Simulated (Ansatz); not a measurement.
## AgC (built on the sites of a database entry of TlC): the cell at rest

Wanted: the relaxed cell of AgC (built on the sites of a database entry of TlC).

Program: Ansatz 0.2.0. Level of theory: DFT LDA, scalar-relativistic, plane waves, PAW. Results are calculated unless marked as measured.

The structure was built from a prototype and need not be the compound's stable phase.

### Step 1. The structure

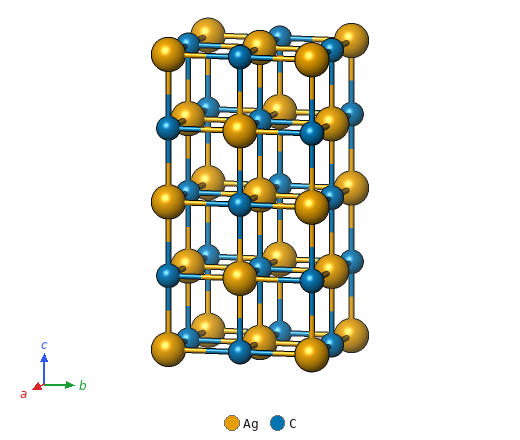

The cell as given, slightly off an axis (silver orange, carbon blue). 1×1×2 cells are drawn. This picture shows the conventional cell, with its axes. Some periodic images of atoms are drawn too.

### Step 2. Probe on a coarse mesh

First a cheap look: the gap decides the mesh and the occupations, the pressure tells how far the cell has to move.

Input file input.yaml:

```yaml
crystal:
  lattice:
    - [0.0, 2.51626, 2.51626]
    - [2.51626, 0.0, 2.51626]
    - [2.51626, 2.51626, 0.0]
  atoms:
    - { symbol: Ag, position: [0.0, 0.0, 0.0] }
    - { symbol: C, position: [0.5, 0.5, 0.5] }
kpoints:
  mp_grid: { grid: [6, 6, 6] }
hamiltonian:
  xc: lda
scf:
  occupations: { method: gaussian, width: 0.1 }
output:
  forces: true
  stress: true
  eigenvalues: true
```

Launch:

```console
> ansatz run input.yaml --threads 4 --pin off --max-ram 7168MiB --backend cpu --events-out ev --progress --plain --runs-dir out
```

Numbers of over 12 decimals in the logs are rounded to 6 here.

What it wrote:

```text
Engine: ansatz 0.2.0, aarch64-unknown-linux-gnu
Pseudopotentials: kind: paw
Pseudopotential: Ag, paw, valence charge 19, recommended cutoff 420 eV (normal), Ag.paw.azcp
Pseudopotential: C, paw, valence charge 4, recommended cutoff 420 eV (normal), C.paw.azcp
Functional definition: SPW92
  exchange = slater_x
  correlation = pw_c
Crystal: 2 atoms, lattice volume = 31.864 Å³
Basis set: ecut = 420 eV, 609 PW (Γ)
[...]
--- Band table (eV; the first three rows and the last of 16) ---
  k-point 0: bands = [... 8 lower, 5.8253, 5.8253, 10.2832, 10.2832, 10.2832, 13.3674, 22.8058, 24.4798]
  k-point 1: bands = [... 8 lower, 5.8481, 5.8481, 9.1397, 10.7171, 10.7171, 14.5536, 20.6369, 22.9341]
  k-point 2: bands = [... 8 lower, 6.1065, 6.1065, 7.9403, 11.5284, 11.5284, 15.6128, 18.6805, 20.7080]
  k-point 15: bands = [... 8 lower, 6.4135, 7.2715, 7.7051, 8.6695, 9.1840, 15.2752, 19.3135, 19.4868]
[key lines of the parts left out:]
SCF converged after 6 iterations
Free energy (F): -7695.828030 eV
Fermi energy:    9.452344 eV
P = ⅓ Tr σ = -24.8630 GPa (-248.630 kbar)
```

It took 0.28 s on 4 threads of Arm Neoverse V2, shared host; peak memory 0.26 GiB; 0.63 s of CPU time.

Numbers from this step:

| Item | Value |
| --- | --- |
| pressure | -24.86 GPa |
| volume per atom | 15.93 Å³ |
| gap on the k-mesh | 0 eV |

The coarse mesh shows no gap and a pressure of -24.9 GPa.

### Step 3. Rough relaxation

A rough relaxation comes first, because large forces or stress need no tight tolerances yet.

Edit input.yaml of step 2 so:

```diff
@@ -9,3 +9,3 @@
 kpoints:
-  mp_grid: { grid: [6, 6, 6] }
+  mp_grid: { grid: [8, 8, 8] }
 hamiltonian:
@@ -18 +18,6 @@
   eigenvalues: true
+relax:
+  adjacent_minimum: "off"
+  f_tol: 0.05
+  max_steps: 80
+  cell: { stress_tol: 0.5 }
```

What it wrote:

```text
[...]
Crystal: 2 atoms, lattice volume = 31.864 Å³
Basis set: ecut = 420 eV, 609 PW (Γ)
Bands: 16, of which v1, the nominal top of the filled ones, is band 12 counted from 1 (11 counted from 0)
Symmetry: 48 space group operations
[...]
k-points: 29 of 512
[...]
--- Relaxed structure (5 steps of the walk, 5 accepted, 1 SCFs on fresh bases) ---
  F+E_penalty+E_count = -7696.78599832 eV   max|allowed force component| = 1.019e-30 eV/Å   (the final SCF, on the basis selected at the relaxed cell)
  cell:  # Å, volume = 23.1963 Å³
    - [0, 2.263581, 2.263581]
    - [2.263581, 0, 2.263581]
    - [2.263581, 2.263581, 0]
  atoms:
    - { symbol: Ag, position: [0, 0, 0] }
    - { symbol: C, position: [0.5, 0.5, 0.5] }
[key lines of the parts left out:]
SCF converged after 6 iterations
Free energy (F): -7696.785998 eV
Fermi energy:    15.789128 eV
P = ⅓ Tr σ = -0.2464 GPa (-2.464 kbar)
```

The job ended after 1.6 s (4 threads; peak memory 0.29 GiB).

Relaxation path:

```csv
step,energy less that of the first step (eV),largest force component (eV/Å),pressure (GPa),volume (Å³)
1,0.0000,0.0000,-25.53,31.86
2,-0.6547,0.0000,-19.88,27.43
3,-0.9683,0.0000,-1.64,23.42
4,-0.9698,0.0000,0.58,23.12
5,-0.9698,0.0000,0.01,23.20
6*,-0.9660,0.0000,-0.25,23.20
```

Relaxation steps marked * repeat the geometry before them on a plane-wave basis chosen anew for their cell, so energy and pressure can jump there.

The run keeps the 48 symmetry operations that it works with, so distortions that break them were not tested.

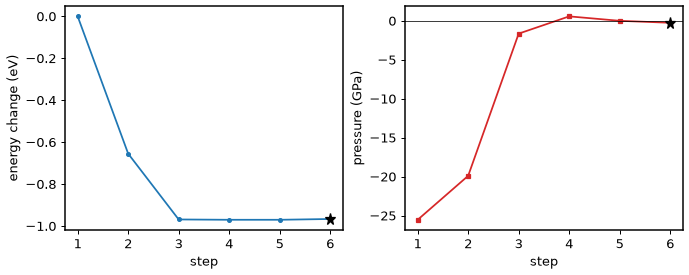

Energy and pressure along the relaxation. Stars mark steps on a basis chosen anew.

```csv
"conventional cell, symmetrised",before,after,change
a (Å),5.033,4.527,-10.0 %
b (Å),5.033,4.527,-10.0 %
c (Å),5.033,4.527,-10.0 %
volume (Å³/atom),15.93,11.60,-27.2 %
```

Final coordinates:

```cif
data_structure
_symmetry_space_group_name_H-M 'P 1'
_symmetry_Int_Tables_number 1
_cell_length_a 3.2012
_cell_length_b 3.2012
_cell_length_c 3.2012
_cell_angle_alpha 60.000
_cell_angle_beta 60.000
_cell_angle_gamma 60.000
_cell_volume 23.20
loop_
_atom_site_label
_atom_site_type_symbol
_atom_site_fract_x
_atom_site_fract_y
_atom_site_fract_z
_atom_site_occupancy
Ag1 Ag 0.00000 0.00000 0.00000 1
C2 C 0.50000 0.50000 0.50000 1
```

This step gave:

| Item | Value |
| --- | --- |
| pressure | -0.2464 GPa |
| volume per atom | 11.60 Å³ |

In this step the volume went from 15.93 to 11.60 Å³/atom.

### Step 4. Relaxation

The cell and atoms are relaxed, since residual forces and stress would shift the frequencies.

input.yaml, the sections that differ from step 3:

```yaml
crystal:
  lattice:
    - [0.0, 2.2635809533, 2.2635809533]
    - [2.2635809533, 0.0, 2.2635809533]
    - [2.2635809533, 2.2635809533, 0.0]
  atoms:
    - { symbol: Ag, position: [0.0, 0.0, 0.0] }
    - { symbol: C, position: [0.5, 0.5, 0.5] }
kpoints:
  mp_grid: { grid: [14, 14, 14] }
relax:
  adjacent_minimum: "off"
  f_tol: 0.005
  max_steps: 80
  cell: { stress_tol: 0.05 }
# hamiltonian, scf, output: as in step 3
```

What it wrote:

```text
[...]
Crystal: 2 atoms, lattice volume = 23.196 Å³
Basis set: ecut = 420 eV, 459 PW (Γ)
Bands: 16, of which v1, the nominal top of the filled ones, is band 12 counted from 1 (11 counted from 0)
[... 1 set-up line as in the run before ...]
[...]
k-points: 104 of 2744
[...]
SCF iter   1: F=—  HF=-7696.784442 eV  |F-HF|=—  |Δ(HF+E_count)|=         —  Δρ=1.20e-2  dr2=2.64e-2  ethr=1.77e-3  ⟨swp⟩=4.0  Hψ=7118  notcnv=0
[...]
SCF iter   6: F=-7696.778083 eV  HF=-7696.778083 eV  |F-HF|=2.18e-11  |Δ(HF+E_count)|=  2.53e-10  Δρ=3.90e-7  dr2=2.68e-11  ethr=1.12e-11  ⟨swp⟩=2.9  Hψ=5282  notcnv=0
SCF 1 converged in 6 iterations: F = -7696.778083 eV  dr2 = 2.68e-11
[...]
relax step   1: F+E_penalty+E_count = -7696.77808305 eV  Δ(F+E_penalty+E_count) = +0.000e0 eV  max|allowed force component| = 1.808e-30 eV/Å  Δτ_max = 0.0000 Å  P = -0.691 GPa  Ω = 23.196 Å³  (6 SCF iters, dr2 threshold 1.00e-7 eV, accepted)
Crystal: 2 atoms, lattice volume = 23.107 Å³
[...]
SCF iter   6: F=-7696.778416 eV  HF=-7696.778416 eV  |F-HF|=0.00e0  |Δ(HF+E_count)|=  4.55e-12  Δρ=1.05e-7  dr2=1.45e-12  ethr=1.00e-12  ⟨swp⟩=1.0  Hψ=3794  notcnv=0
SCF 2 converged in 6 iterations: F = -7696.778416 eV  dr2 = 1.45e-12
relax step   2: F+E_penalty+E_count = -7696.77841557 eV  Δ(F+E_penalty+E_count) = -3.325e-4 eV  max|allowed force component| = 2.564e-30 eV/Å  Δτ_max = 0.0000 Å  P = -0.006 GPa  Ω = 23.107 Å³  energy of the carried Pulay correction = +1.380e-4 eV  (6 SCF iters, dr2 threshold 2.00e-7 eV, accepted)
[...]
SCF iter   8: F=-7696.778310 eV  HF=-7696.778310 eV  |F-HF|=9.09e-13  |Δ(HF+E_count)|=    0.00e0  Δρ=3.66e-11  dr2=3.31e-19  ethr=1.00e-12  ⟨swp⟩=1.0  Hψ=3745  notcnv=0
SCF 3 converged in 8 iterations: F = -7696.778310 eV  dr2 = 3.31e-19
relax step   3: F+E_penalty+E_count = -7696.77830972 eV  Δ(F+E_penalty+E_count) = +1.058e-4 eV  max|allowed force component| = 2.202e-30 eV/Å  Δτ_max = 0.0000 Å  P = -0.011 GPa  Ω = 23.107 Å³  stress off target by 1.15e-2 GPa  SCF on the basis re-selected at this cell (its energy is not comparable with the rows above)  (8 SCF iters)
[...]
SCF converged after 8 iterations
Free energy (F): -7696.778310 eV
[...]
Internal energy: -7696.774237 eV  (E = F + TS)
E sigma→0 (E₀):  -7696.776273 eV
Entropy (-TS):   -0.004073 eV (-2.036 meV/atom)
Fermi energy:    15.805346 eV
[...]
--- Stress (GPa, compression-positive) ---
       -0.011460       0.000000       0.000000
        0.000000      -0.011460       0.000000
        0.000000       0.000000      -0.011460
  P = ⅓ Tr σ = -0.0115 GPa (-0.115 kbar)
--- Band table (eV; the first three rows and the last of 104) ---
  k-point 0: bands = [... 8 lower, 10.7357, 10.7357, 16.2791, 16.2791, 16.2791, 22.4663, 29.1920, 33.0110]
  k-point 1: bands = [... 8 lower, 10.6622, 10.6622, 16.0380, 16.4440, 16.4440, 22.7172, 28.9629, 32.7291]
  k-point 2: bands = [... 8 lower, 10.6788, 10.6788, 15.4506, 16.8832, 16.8832, 23.2992, 28.2442, 31.9523]
  k-point 103: bands = [... 8 lower, 11.7778, 13.4919, 13.7952, 13.9716, 15.2661, 24.5326, 27.0219, 27.3327]
--- Relaxed structure (2 steps of the walk, 2 accepted, 1 SCFs on fresh bases) ---
[...]
cell:  # Å, volume = 23.1071 Å³
    - [0, 2.260678, 2.260678]
    - [2.260678, 0.0, 2.260678]
    - [2.260678, 2.260678, 0]
  atoms:
    - { symbol: Ag, position: [0, 0, 0] }
    - { symbol: C, position: [0.5, 0.5, 0.5] }
```

Wall time 1.8 s (4 threads); peak memory 0.32 GiB.

The steps of the relaxation:

```csv
step,energy less that of the first step (eV),largest force component (eV/Å),pressure (GPa),volume (Å³)
1,0.0000,0.0000,-0.69,23.20
2,-0.0003,0.0000,-0.01,23.11
3*,-0.0002,0.0000,-0.01,23.11
```

Relaxation steps marked * repeat the geometry before them on a plane-wave basis chosen anew for their cell, so energy and pressure can jump there.

Forces are held to the 48 operations that the run works with; a distortion that breaks them can't arise in this run.

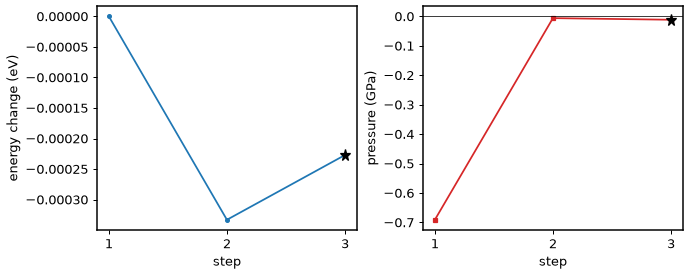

Energy and pressure along the relaxation. Stars mark steps on a basis chosen anew.

```csv
"conventional cell, symmetrised",before,after,change
a (Å),4.527,4.521,-0.1 %
b (Å),4.527,4.521,-0.1 %
c (Å),4.527,4.521,-0.1 %
volume (Å³/atom),11.60,11.55,-0.4 %
```

Final coordinates:

```xyz
2
Lattice="0.0000 2.2607 2.2607 2.2607 0.0000 2.2607 2.2607 2.2607 0.0000" Properties=species:S:1:pos:R:3 pbc="T T T"
Ag    0.0000    0.0000    0.0000
C     2.2607    2.2607    2.2607
```

This step gave:

* pressure: -0.01146 GPa
* volume per atom: 11.55 Å³

In this step the volume went from 11.60 to 11.55 Å³/atom.

### Step 5. Relaxing to small forces for the phonons

Phonons need a cell at rest on their own settings, so the relaxation is repeated with tight tolerances on forces and stress, using the mesh and the filling of the phonon run that follows.

Input file input.yaml:

```yaml
crystal:
  lattice:
    - [0.0, 2.2606784138, 2.2606784138]
    - [2.2606784138, 0.0, 2.2606784138]
    - [2.2606784138, 2.2606784138, 0.0]
  atoms:
    - { symbol: Ag, position: [0.0, 0.0, 0.0] }
    - { symbol: C, position: [0.5, 0.5, 0.5] }
kpoints:
  mp_grid: { grid: [16, 16, 16] }
hamiltonian:
  xc: lda
scf:
  occupations: { method: methfessel_paxton, width: 0.15 }
output:
  forces: true
  stress: true
  eigenvalues: true
relax:
  adjacent_minimum: "off"
  f_tol: 0.001
  max_steps: 60
  cell: { stress_tol: 0.01 }
```

What it wrote:

```text
[...]
Crystal: 2 atoms, lattice volume = 23.107 Å³
Basis set: ecut = 420 eV, 459 PW (Γ)
Bands: 16, of which v1, the nominal top of the filled ones, is band 12 counted from 1 (11 counted from 0)
[... 1 set-up line as in the run before ...]
[...]
k-points: 145 of 4096
[...]
k-point 144: bands = [... 8 lower, 11.7840, 13.7637, 13.7637, 13.7990, 15.2909, 24.8203, 27.1571, 27.1571]
--- Relaxed structure (2 steps of the walk, 2 accepted, 1 SCFs on fresh bases) ---
[...]
cell:  # Å, volume = 23.0970 Å³
    - [0, 2.260346, 2.260346]
    - [2.260346, 0.0, 2.260346]
    - [2.260346, 2.260346, 0]
  atoms:
    - { symbol: Ag, position: [0, 0, 0] }
    - { symbol: C, position: [0.5, 0.5, 0.5] }
[key lines of the parts left out:]
SCF converged after 4 iterations
Free energy (F): -7696.768818 eV
Fermi energy:    15.838960 eV
P = ⅓ Tr σ = -0.0033 GPa (-0.033 kbar)
```

It took 2 s on 4 threads; peak memory 0.35 GiB.

Little changed from the start: no atom moved by 0.005 Å and no cell edge by 0.1 %.

This step gave:

| Property | Result |
| --- | --- |
| pressure | -0.003346 GPa |

The forces vanish by symmetry and the pressure is -0.003 GPa, within the tolerances set. The cell now holds 11.55 Å³/atom.

### Step 6. Outcome

```json
{"space group after relaxation (within 0.01 Å)": "Fm-3m", "lattice constant a": "4.521 Å", "lattice constant b": "4.521 Å", "lattice constant c": "4.521 Å", "volume per atom": "11.5 Å³"}
```

What this shows: The forces vanish by symmetry and the pressure is -0.003 GPa, within the tolerances set. The cell now holds 11.55 Å³/atom. The relaxation keeps the symmetry of its start, so it says nothing on stability against lower symmetry. The runs are without spin polarisation, although the cell has an odd electron count. The starting cell was built on a prototype and not taken from a measurement, so the phase need not exist.

[Logs are printed without paths, hosts, clocks, repeated set-up lines and the standing remarks that a program may print on its own settings, such as how far it seeks lower states.]

[Hosts, paths, dates, database ids (printed as entryN), source tags and the programs' standing remarks are cut or masked in the printed files.]
